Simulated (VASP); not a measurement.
Band structure of Cd (space group Fm-3m). All values below come from r2SCAN meta-GGA, VASP's PBE PAW potentials (set 64) (plane waves; VASP 6.6.1).

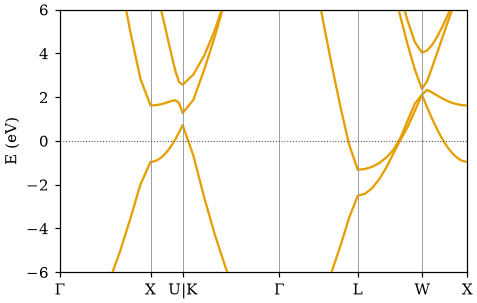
Fig. 1. Bands along high-symmetry lines, zero at the valence-band maximum or, without a gap, the Fermi level

Task: Read the plot: is there a gap, and where are the band edges?

Result: It has no gap at this level: it comes out as a metal or semimetal.

The structure comes from a computed database's Cd entry (Fm-3m); how it stands against other phases isn't given here. It was relaxed first.
